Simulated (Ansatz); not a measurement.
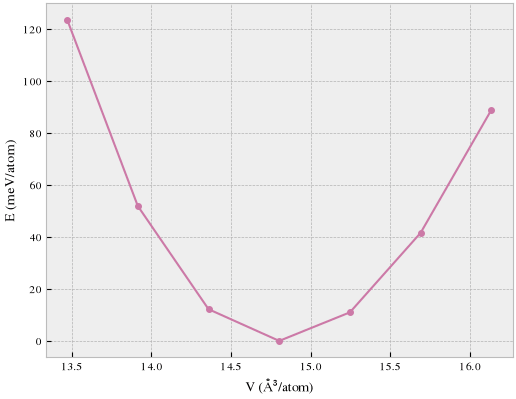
Figure. MoRu (L1₀ or tetragonal B2, space group No. 123) under volume change, DFT-PBE in the program Ansatz with PAW potentials, shape and atoms relaxed at each volume.

Task: What does a third-order Birch–Murnaghan fit give for V₀, B₀ and B′?

Result: V₀ = 14.80 Å³/atom, B₀ = 278 GPa, B′ = 4.5.

Space group P4/mmm (L1₀ or tetragonal B2). The start of the workflow was typed in or built on a structure type; neither database checked (COD, Materials Project) lists it. Its standing as an ambient phase is unchecked. The PBE relaxation kept the symmetry of its start; whether a distortion lowers the energy is not shown. The run is not spin-polarised.

Potentials: the earlier of the program's two PAW sets.
